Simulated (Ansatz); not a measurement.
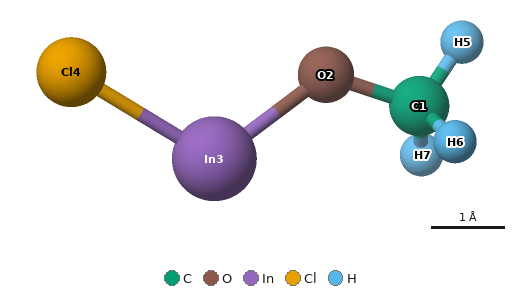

The structure as given in the input (ball-and-stick view, seen at a tilt; atoms are numbered from 1 in the order of the input). Sticks mark near contacts. Bond lengths as drawn: Cl–In 2.36 Å, C–H 1.10 Å, C–O 1.40 Å and In–O 2.01 Å.

Molecular dynamics, with input and output: CH₃ClInO (part 1 of 2)

CH₃ClInO, multiplicity 2, SMILES C[O][In][Cl], computed with UKS BLYP/def2-SVP (Ansatz 0.2.0).

The geometry comes from this level: PBE0-D4/def2-TZVP. Figures and captions count atoms from 1; the log counts them from 0 in places.

**The program's output**
```
Functional definition: BLYP
  name "BLYP"
  cite "Becke, Phys. Rev. A 38, 3098 (1988) doi:10.1103/PhysRevA.38.3098"
  cite "Lee, Yang & Parr, Phys. Rev. B 37, 785 (1988) doi:10.1103/PhysRevB.37.785"
  parameter beta = 0.0042
  parameter a = 0.04918
  parameter b = 0.132
  parameter c = 0.2533
  parameter d = 0.349
  exchange = b88_x(beta = beta)
  correlation = lyp_c(a = a, b = b, c = c, d = d)
986 factors; their error is unknown
mean field evaluation 1: about -20811.6540 eV, gradient 4.6e1 eV
mean field evaluation 2: about -20643.5174 eV, gradient 1.5e2 eV
mean field evaluation 4: about -20819.6331 eV, gradient 2.0e1 eV
mean field evaluation 8: about -20821.7021 eV, gradient 2.1e-1 eV
mean field evaluation 16: about -20821.6665 eV, gradient 3.3e-4 eV
mean field -20821.66651927 eV, -765.1821311509 hartree, gradient 2.7e-5 eV, S^2 0.751851; 1 other end points of the search recorded, 0 dependent functions left out
the calculation of the forces begins
reference -20821.66683914 eV, -765.1821429056 hartree; 28, 27 occupied and 59, 60 virtual orbitals, 986 factors
md step     0: t =     0.00 fs  T =   428.6 K  F+E_penalty+E_count = -20821.66651927 eV  E_kin = 0.387780 eV  (48 SCF iters)
these checks for a lower state are left out or cut short: starts, cluster_reference, orbital_swaps, neighbouring_geometries, increment
986 factors; their error is unknown
mean field -20821.64096122 eV, -765.1811919098 hartree, gradient 1.6e-5 eV, S^2 0.751860; 0 other end points of the search recorded, 0 dependent functions left out
the calculation of the forces begins
reference -20821.64128083 eV, -765.1812036553 hartree; 28, 27 occupied and 59, 60 virtual orbitals, 986 factors
md step     1: t =     0.50 fs  T =   389.7 K  F+E_penalty+E_count = -20821.64096122 eV  E_kin = 0.352647 eV  (32 SCF iters)
[... from here on the SCF iterations and repeated set-up lines of each step are left out, up to the last step ...]
md step     2: t =     1.00 fs  T =   346.4 K  F+E_penalty+E_count = -20821.60429909 eV  E_kin = 0.313392 eV  (33 SCF iters)
md step     3: t =     1.50 fs  T =   269.0 K  F+E_penalty+E_count = -20821.56863425 eV  E_kin = 0.243428 eV  (32 SCF iters)
md step     4: t =     2.00 fs  T =   236.7 K  F+E_penalty+E_count = -20821.54786885 eV  E_kin = 0.214152 eV  (32 SCF iters)
md step     5: t =     2.50 fs  T =   264.9 K  F+E_penalty+E_count = -20821.55027277 eV  E_kin = 0.239676 eV  (33 SCF iters)
md step     6: t =     3.00 fs  T =   297.0 K  F+E_penalty+E_count = -20821.56893795 eV  E_kin = 0.268714 eV  (33 SCF iters)
md step     7: t =     3.50 fs  T =   325.2 K  F+E_penalty+E_count = -20821.59046323 eV  E_kin = 0.294252 eV  (33 SCF iters)
md step     8: t =     4.00 fs  T =   382.2 K  F+E_penalty+E_count = -20821.60505152 eV  E_kin = 0.345801 eV  (33 SCF iters)
md step     9: t =     4.50 fs  T =   392.2 K  F+E_penalty+E_count = -20821.60366711 eV  E_kin = 0.354852 eV  (33 SCF iters)
md step    10: t =     5.00 fs  T =   382.6 K  F+E_penalty+E_count = -20821.58490568 eV  E_kin = 0.346227 eV  (32 SCF iters)
md step    11: t =     5.50 fs  T =   370.6 K  F+E_penalty+E_count = -20821.55446193 eV  E_kin = 0.335329 eV  (31 SCF iters)
md step    12: t =     6.00 fs  T =   362.7 K  F+E_penalty+E_count = -20821.51844456 eV  E_kin = 0.328146 eV  (32 SCF iters)
md step    13: t =     6.50 fs  T =   322.5 K  F+E_penalty+E_count = -20821.48385360 eV  E_kin = 0.291795 eV  (31 SCF iters)
md step    14: t =     7.00 fs  T =   317.6 K  F+E_penalty+E_count = -20821.45840831 eV  E_kin = 0.287410 eV  (33 SCF iters)
md step    15: t =     7.50 fs  T =   324.5 K  F+E_penalty+E_count = -20821.44716890 eV  E_kin = 0.293600 eV  (32 SCF iters)
md step    16: t =     8.00 fs  T =   328.2 K  F+E_penalty+E_count = -20821.44822295 eV  E_kin = 0.296982 eV  (34 SCF iters)
md step    17: t =     8.50 fs  T =   378.9 K  F+E_penalty+E_count = -20821.46287994 eV  E_kin = 0.342861 eV  (34 SCF iters)
md step    18: t =     9.00 fs  T =   424.7 K  F+E_penalty+E_count = -20821.49324096 eV  E_kin = 0.384284 eV  (34 SCF iters)
md step    19: t =     9.50 fs  T =   485.7 K  F+E_penalty+E_count = -20821.53290861 eV  E_kin = 0.439479 eV  (34 SCF iters)
md step    20: t =    10.00 fs  T =   525.6 K  F+E_penalty+E_count = -20821.57512769 eV  E_kin = 0.475606 eV  (34 SCF iters)
md step    21: t =    10.50 fs  T =   539.0 K  F+E_penalty+E_count = -20821.61364707 eV  E_kin = 0.487687 eV  (34 SCF iters)
md step    22: t =    11.00 fs  T =   577.5 K  F+E_penalty+E_count = -20821.64192705 eV  E_kin = 0.522494 eV  (33 SCF iters)
md step    23: t =    11.50 fs  T =   587.5 K  F+E_penalty+E_count = -20821.65364298 eV  E_kin = 0.531576 eV  (33 SCF iters)
md step    24: t =    12.00 fs  T =   586.0 K  F+E_penalty+E_count = -20821.64699302 eV  E_kin = 0.530190 eV  (33 SCF iters)
md step    25: t =    12.50 fs  T =   539.2 K  F+E_penalty+E_count = -20821.62622845 eV  E_kin = 0.487860 eV  (33 SCF iters)
md step    26: t =    13.00 fs  T =   546.2 K  F+E_penalty+E_count = -20821.60007670 eV  E_kin = 0.494189 eV  (34 SCF iters)
md step    27: t =    13.50 fs  T =   537.9 K  F+E_penalty+E_count = -20821.58034904 eV  E_kin = 0.486735 eV  (33 SCF iters)
md step    28: t =    14.00 fs  T =   515.1 K  F+E_penalty+E_count = -20821.57818337 eV  E_kin = 0.466034 eV  (46 SCF iters)
md step    29: t =    14.50 fs  T =   498.2 K  F+E_penalty+E_count = -20821.59510052 eV  E_kin = 0.450795 eV  (33 SCF iters)
md step    30: t =    15.00 fs  T =   532.4 K  F+E_penalty+E_count = -20821.62062586 eV  E_kin = 0.481699 eV  (32 SCF iters)
md step    31: t =    15.50 fs  T =   571.5 K  F+E_penalty+E_count = -20821.64429937 eV  E_kin = 0.517127 eV  (33 SCF iters)
md step    32: t =    16.00 fs  T =   550.1 K  F+E_penalty+E_count = -20821.65371714 eV  E_kin = 0.497699 eV  (33 SCF iters)
md step    33: t =    16.50 fs  T =   531.3 K  F+E_penalty+E_count = -20821.64398823 eV  E_kin = 0.480687 eV  (32 SCF iters)
md step    34: t =    17.00 fs  T =   512.3 K  F+E_penalty+E_count = -20821.61789613 eV  E_kin = 0.463583 eV  (33 SCF iters)
md step    35: t =    17.50 fs  T =   498.3 K  F+E_penalty+E_count = -20821.58318185 eV  E_kin = 0.450842 eV  (33 SCF iters)
md step    36: t =    18.00 fs  T =   455.1 K  F+E_penalty+E_count = -20821.54880333 eV  E_kin = 0.411804 eV  (34 SCF iters)
md step    37: t =    18.50 fs  T =   419.8 K  F+E_penalty+E_count = -20821.52142823 eV  E_kin = 0.379885 eV  (34 SCF iters)
md step    38: t =    19.00 fs  T =   375.9 K  F+E_penalty+E_count = -20821.50627584 eV  E_kin = 0.340122 eV  (34 SCF iters)
md step    39: t =    19.50 fs  T =   378.8 K  F+E_penalty+E_count = -20821.50228326 eV  E_kin = 0.342789 eV  (35 SCF iters)
md step    40: t =    20.00 fs  T =   383.1 K  F+E_penalty+E_count = -20821.50908070 eV  E_kin = 0.346602 eV  (35 SCF iters)
md step    41: t =    20.50 fs  T =   377.5 K  F+E_penalty+E_count = -20821.52634822 eV  E_kin = 0.341538 eV  (35 SCF iters)
md step    42: t =    21.00 fs  T =   417.2 K  F+E_penalty+E_count = -20821.55174904 eV  E_kin = 0.377470 eV  (35 SCF iters)
md step    43: t =    21.50 fs  T =   478.5 K  F+E_penalty+E_count = -20821.58111872 eV  E_kin = 0.432972 eV  (34 SCF iters)
md step    44: t =    22.00 fs  T =   536.5 K  F+E_penalty+E_count = -20821.60770993 eV  E_kin = 0.485438 eV  (34 SCF iters)
md step    45: t =    22.50 fs  T =   567.9 K  F+E_penalty+E_count = -20821.62425874 eV  E_kin = 0.513836 eV  (34 SCF iters)
md step    46: t =    23.00 fs  T =   557.2 K  F+E_penalty+E_count = -20821.62534603 eV  E_kin = 0.504164 eV  (34 SCF iters)
md step    47: t =    23.50 fs  T =   512.7 K  F+E_penalty+E_count = -20821.60871014 eV  E_kin = 0.463897 eV  (34 SCF iters)
md step    48: t =    24.00 fs  T =   468.4 K  F+E_penalty+E_count = -20821.57932001 eV  E_kin = 0.423786 eV  (34 SCF iters)
md step    49: t =    24.50 fs  T =   430.2 K  F+E_penalty+E_count = -20821.54755374 eV  E_kin = 0.389238 eV  (34 SCF iters)
these checks for a lower state are left out or cut short: starts, cluster_reference, orbital_swaps, neighbouring_geometries, increment
986 factors; their error is unknown
mean field -20821.53090179 eV, -765.1771473001 hartree, gradient 1.4e-5 eV, S^2 0.753022; 0 other end points of the search recorded, 0 dependent functions left out
the calculation of the forces begins
reference -20821.53122697 eV, -765.1771592505 hartree; 28, 27 occupied and 59, 60 virtual orbitals, 986 factors
986 factors; their error is unknown
mean field evaluation 416: about -20821.5309 eV, gradient 1.7e-2 eV
mean field -20821.53090179 eV, -765.1771473001 hartree, gradient 1.4e-5 eV, S^2 0.753022; 4 other end points of the search recorded, 0 dependent functions left out
the calculation of the forces begins
reference -20821.53122697 eV, -765.1771592505 hartree; 28, 27 occupied and 59, 60 virtual orbitals, 986 factors
md step    50: t =    25.00 fs  T =   406.1 K  F+E_penalty+E_count = -20821.53090179 eV  E_kin = 0.367403 eV  (65 SCF iters)
```

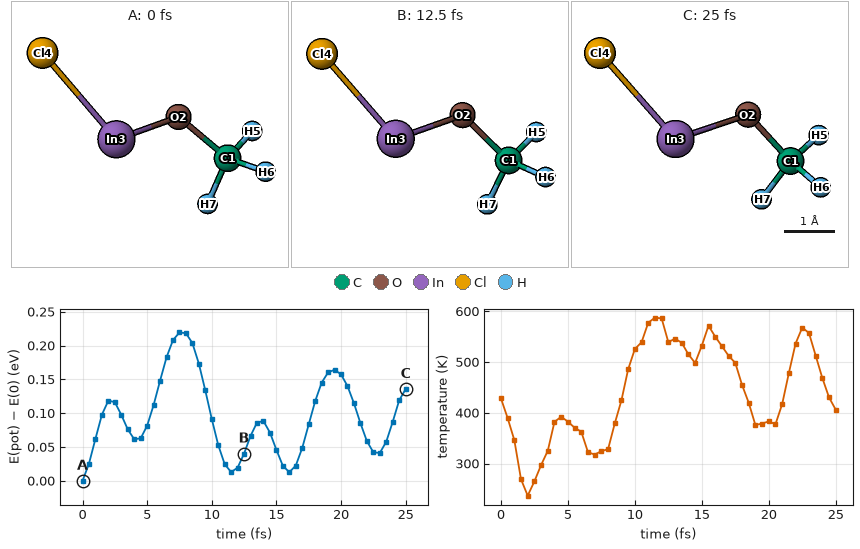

Frames of the molecular dynamics (ball-and-stick, seen at a tilt) above the curves, on which the letters mark them. The trajectory kept here has 51 frames over 25 fs. The temperature starts at 429 K, ranges from 237 to 587 K and averages 485 K over the second half. The potential energy ends 0.136 eV above its first value. After an unweighted best fit of the last frame on the first, the root-mean-square displacement is 0.13 Å.

```
Total energy: -20821.53122697 eV, -765.1771592505 hartree
Atom 0 at     0.181381     1.243055     0.274877 Å, force     0.441805    -0.503362    -2.998520 eV/Å
Atom 1 at    -0.455114     0.086349    -0.168656 Å, force    -0.242029    -1.321210     0.220178 eV/Å
Atom 2 at     0.360480    -1.968270     0.144975 Å, force     0.183362     1.254723     0.326861 eV/Å
Atom 3 at    -0.792208    -3.685817    -1.012912 Å, force    -0.458444    -0.611229    -0.432340 eV/Å
Atom 4 at    -0.434135     2.086811    -0.049262 Å, force    -0.440600     0.656690     0.074421 eV/Å
Atom 5 at     0.414960     1.290453     1.283073 Å, force     0.139511     0.182404     3.063814 eV/Å
Atom 6 at     1.151711     1.363685    -0.243428 Å, force     0.376393     0.341983    -0.254414 eV/Å
Dipole moment:     0.419571     0.352977     0.344616 e Å
```

**Trajectory as extended XYZ (Å, eV, eV/Å), 51 frames, from step=0 to step=50**
```
7
Properties=species:S:1:pos:R:3:forces:R:3 step=0 time_fs=0.0 energy=-20821.66652 temperature=428.6
C     0.0913    1.1444    0.1872   -0.0311  -0.1322  -0.0377
O    -0.3445   -0.0824   -0.3271   -0.5666   0.5239  -0.4763
In    0.3676   -1.9008    0.1628    0.8581  -0.5071   0.7397
Cl   -0.7003   -3.6732   -0.9709   -0.4422  -0.6985  -0.4668
H    -0.5011    1.9324   -0.2922   -0.2984   0.4825  -0.2339
H    -0.0602    1.2313    1.2703   -0.0780   0.1359   0.5812
H     1.1473    1.3483   -0.0301    0.5583   0.1955  -0.1061
7
Properties=species:S:1:pos:R:3:forces:R:3 step=1 time_fs=0.5 energy=-20821.64096 temperature=389.7
C     0.0937    1.1477    0.1870    0.1486  -0.3189  -0.7101
O    -0.3475   -0.0822   -0.3227   -0.5008   0.5233  -0.5328
In    0.3678   -1.9017    0.1622    0.8668  -0.4588   0.7444
Cl   -0.7007   -3.6717   -0.9702   -0.4563  -0.7196  -0.4800
H    -0.5028    1.9301   -0.2882   -0.3517   0.5742  -0.2788
H    -0.0534    1.2170    1.2480   -0.1792   0.2585   1.3945
H     1.1514    1.3589   -0.0292    0.4725   0.1413  -0.1372
7
Properties=species:S:1:pos:R:3:forces:R:3 step=2 time_fs=1.0 energy=-20821.60430 temperature=346.4
C     0.0962    1.1507    0.1867    0.3396  -0.4132  -1.3780
O    -0.3504   -0.0818   -0.3184   -0.4377   0.5272  -0.5871
In    0.3681   -1.9027    0.1617    0.8739  -0.4104   0.7479
Cl   -0.7013   -3.6704   -0.9694   -0.4697  -0.7393  -0.4924
H    -0.5055    1.9303   -0.2837   -0.3623   0.6049  -0.2946
H    -0.0470    1.2044    1.2294   -0.2678   0.3538   2.1576
H     1.1575    1.3696   -0.0283    0.3240   0.0769  -0.1534
7
Properties=species:S:1:pos:R:3:forces:R:3 step=3 time_fs=1.5 energy=-20821.56863 temperature=269.0
C     0.0985    1.1535    0.1862    0.5260  -0.4359  -1.8978
O    -0.3532   -0.0811   -0.3142   -0.3746   0.5381  -0.6370
In    0.3684   -1.9037    0.1612    0.8792  -0.3646   0.7501
Cl   -0.7020   -3.6692   -0.9686   -0.4816  -0.7563  -0.5032
H    -0.5089    1.9322   -0.2789   -0.3435   0.5968  -0.2913
H    -0.0418    1.1939    1.2164   -0.3289   0.4200   2.7381
H     1.1656    1.3807   -0.0267    0.1235   0.0019  -0.1589
7
Properties=species:S:1:pos:R:3:forces:R:3 step=4 time_fs=2.0 energy=-20821.54787 temperature=236.7
C     0.1008    1.1559    0.1854    0.6385  -0.3864  -2.1530
O    -0.3559   -0.0804   -0.3103   -0.3139   0.5575  -0.6789
In    0.3687   -1.9047    0.1608    0.8827  -0.3230   0.7509
Cl   -0.7028   -3.6683   -0.9679   -0.4917  -0.7704  -0.5123
H    -0.5130    1.9359   -0.2748   -0.2865   0.5350  -0.2573
H    -0.0367    1.1856    1.2103   -0.3497   0.4619   3.0138
H     1.1740    1.3914   -0.0250   -0.0794  -0.0746  -0.1632
7
Properties=species:S:1:pos:R:3:forces:R:3 step=5 time_fs=2.5 energy=-20821.55027 temperature=264.9
C     0.1032    1.1580    0.1840    0.6103  -0.2553  -2.0775
O    -0.3589   -0.0796   -0.3062   -0.2499   0.5928  -0.7146
In    0.3689   -1.9056    0.1605    0.8865  -0.2843   0.7515
Cl   -0.7034   -3.6674   -0.9676   -0.5013  -0.7837  -0.5210
H    -0.5178    1.9428   -0.2725   -0.1739   0.3909  -0.1744
H    -0.0319    1.1791    1.2118   -0.3234   0.4925   2.9100
H     1.1816    1.4024   -0.0234   -0.2482  -0.1529  -0.1740
7
Properties=species:S:1:pos:R:3:forces:R:3 step=6 time_fs=3.0 energy=-20821.56894 temperature=297.0
C     0.1056    1.1602    0.1820    0.4816  -0.0962  -1.6775
O    -0.3622   -0.0788   -0.3019   -0.1830   0.6353  -0.7545
In    0.3689   -1.9065    0.1601    0.8901  -0.2485   0.7515
Cl   -0.7040   -3.6665   -0.9675   -0.5101  -0.7957  -0.5290
H    -0.5228    1.9513   -0.2716   -0.0408   0.2110  -0.0691
H    -0.0281    1.1726    1.2201   -0.2556   0.5268   2.4689
H     1.1880    1.4143   -0.0216   -0.3822  -0.2328  -0.1903
7
Properties=species:S:1:pos:R:3:forces:R:3 step=7 time_fs=3.5 energy=-20821.59046 temperature=325.2
C     0.1080    1.1625    0.1797    0.2917   0.0555  -1.0727
O    -0.3655   -0.0777   -0.2974   -0.1150   0.6792  -0.7944
In    0.3690   -1.9074    0.1598    0.8924  -0.2142   0.7501
Cl   -0.7046   -3.6656   -0.9675   -0.5177  -0.8056  -0.5359
H    -0.5286    1.9602   -0.2704    0.0939   0.0275   0.0363
H    -0.0249    1.1664    1.2336   -0.1634   0.5663   1.8274
H     1.1929    1.4266   -0.0199   -0.4819  -0.3086  -0.2108
7
Properties=species:S:1:pos:R:3:forces:R:3 step=8 time_fs=4.0 energy=-20821.60505 temperature=382.2
C     0.1106    1.1649    0.1774    0.0631   0.1975  -0.3560
O    -0.3689   -0.0766   -0.2928   -0.0430   0.7420  -0.8229
In    0.3692   -1.9082    0.1595    0.8947  -0.1809   0.7488
Cl   -0.7050   -3.6648   -0.9675   -0.5250  -0.8152  -0.5425
H    -0.5346    1.9703   -0.2686    0.2345  -0.1659   0.1384
H    -0.0224    1.1619    1.2521   -0.0571   0.6047   1.0638
H     1.1975    1.4387   -0.0183   -0.5672  -0.3822  -0.2296
7
Properties=species:S:1:pos:R:3:forces:R:3 step=9 time_fs=4.5 energy=-20821.60367 temperature=392.2
C     0.1133    1.1673    0.1751   -0.1857   0.3126   0.3863
O    -0.3725   -0.0757   -0.2883    0.0300   0.8244  -0.8382
In    0.3694   -1.9091    0.1592    0.8976  -0.1459   0.7486
Cl   -0.7054   -3.6640   -0.9674   -0.5331  -0.8261  -0.5500
H    -0.5402    1.9811   -0.2660    0.3709  -0.3578   0.2292
H    -0.0202    1.1589    1.2743    0.0506   0.6397   0.2715
H     1.2014    1.4495   -0.0170   -0.6303  -0.4468  -0.2474
7
Properties=species:S:1:pos:R:3:forces:R:3 step=10 time_fs=5.0 energy=-20821.58491 temperature=382.6
C     0.1162    1.1698    0.1730   -0.4233   0.3676   1.0690
O    -0.3762   -0.0747   -0.2840    0.1027   0.9032  -0.8423
In    0.3697   -1.9101    0.1589    0.8984  -0.1066   0.7477
Cl   -0.7060   -3.6632   -0.9674   -0.5414  -0.8374  -0.5577
H    -0.5450    1.9901   -0.2617    0.4733  -0.4986   0.2867
H    -0.0176    1.1573    1.2976    0.1439   0.6664  -0.4332
H     1.2040    1.4583   -0.0155   -0.6537  -0.4946  -0.2704
7
Properties=species:S:1:pos:R:3:forces:R:3 step=11 time_fs=5.5 energy=-20821.55446 temperature=370.6
C     0.1193    1.1722    0.1714   -0.6226   0.3678   1.6548
O    -0.3801   -0.0735   -0.2800    0.1775   0.9728  -0.8323
In    0.3698   -1.9112    0.1584    0.8956  -0.0654   0.7445
Cl   -0.7069   -3.6626   -0.9675   -0.5481  -0.8463  -0.5637
H    -0.5486    1.9961   -0.2551    0.5311  -0.5729   0.3068
H    -0.0141    1.1577    1.3208    0.2198   0.6774  -1.0167
H     1.2059    1.4661   -0.0145   -0.6533  -0.5334  -0.2934
7
Properties=species:S:1:pos:R:3:forces:R:3 step=12 time_fs=6.0 energy=-20821.51845 temperature=362.7
C     0.1226    1.1748    0.1704   -0.8162   0.3368   2.1333
O    -0.3837   -0.0719   -0.2760    0.2498   1.0394  -0.8085
In    0.3698   -1.9123    0.1578    0.8925  -0.0224   0.7419
Cl   -0.7080   -3.6621   -0.9675   -0.5551  -0.8554  -0.5699
H    -0.5504    2.0005   -0.2478    0.5526  -0.6072   0.3060
H    -0.0097    1.1608    1.3430    0.2775   0.6700  -1.4866
H     1.2056    1.4736   -0.0146   -0.6011  -0.5611  -0.3162
7
Properties=species:S:1:pos:R:3:forces:R:3 step=13 time_fs=6.5 energy=-20821.48385 temperature=322.5
C     0.1256    1.1775    0.1700   -1.0001   0.2736   2.5033
O    -0.3870   -0.0701   -0.2720    0.3107   1.0925  -0.7789
In    0.3697   -1.9134    0.1572    0.8904   0.0258   0.7413
Cl   -0.7091   -3.6615   -0.9675   -0.5639  -0.8670  -0.5778
H    -0.5502    2.0039   -0.2403    0.5373  -0.6069   0.2900
H    -0.0041    1.1657    1.3628    0.3153   0.6519  -1.8387
H     1.2028    1.4795   -0.0163   -0.4896  -0.5699  -0.3391
7
Properties=species:S:1:pos:R:3:forces:R:3 step=14 time_fs=7.0 energy=-20821.45841 temperature=317.6
C     0.1284    1.1805    0.1705   -1.1304   0.1810   2.7547
O    -0.3900   -0.0679   -0.2680    0.3603   1.1270  -0.7450
In    0.3694   -1.9146    0.1564    0.8875   0.0804   0.7412
Cl   -0.7103   -3.6609   -0.9673   -0.5740  -0.8803  -0.5868
H    -0.5487    2.0061   -0.2322    0.4956  -0.5706   0.2585
H     0.0027    1.1716    1.3780    0.3350   0.6275  -2.0651
H     1.1998    1.4835   -0.0192   -0.3738  -0.5650  -0.3575
7
Properties=species:S:1:pos:R:3:forces:R:3 step=15 time_fs=7.5 energy=-20821.44717 temperature=324.5
C     0.1311    1.1837    0.1718   -1.2211   0.0655   2.9168
O    -0.3929   -0.0653   -0.2642    0.4001   1.1390  -0.7042
In    0.3691   -1.9158    0.1557    0.8824   0.1414   0.7410
Cl   -0.7116   -3.6604   -0.9669   -0.5848  -0.8943  -0.5964
H    -0.5466    2.0068   -0.2228    0.4301  -0.4968   0.2078
H     0.0108    1.1792    1.3883    0.3414   0.5901  -2.1901
H     1.1967    1.4855   -0.0234   -0.2482  -0.5450  -0.3748
7
Properties=species:S:1:pos:R:3:forces:R:3 step=16 time_fs=8.0 energy=-20821.44822 temperature=328.2
C     0.1335    1.1867    0.1737   -1.2654  -0.0760   3.0260
O    -0.3959   -0.0622   -0.2605    0.4304   1.1248  -0.6610
In    0.3688   -1.9170    0.1551    0.8742   0.2075   0.7393
Cl   -0.7131   -3.6598   -0.9665   -0.5952  -0.9079  -0.6057
H    -0.5436    2.0057   -0.2119    0.3308  -0.3777   0.1340
H     0.0190    1.1876    1.3948    0.3460   0.5448  -2.2472
H     1.1931    1.4860   -0.0296   -0.1208  -0.5154  -0.3853
```
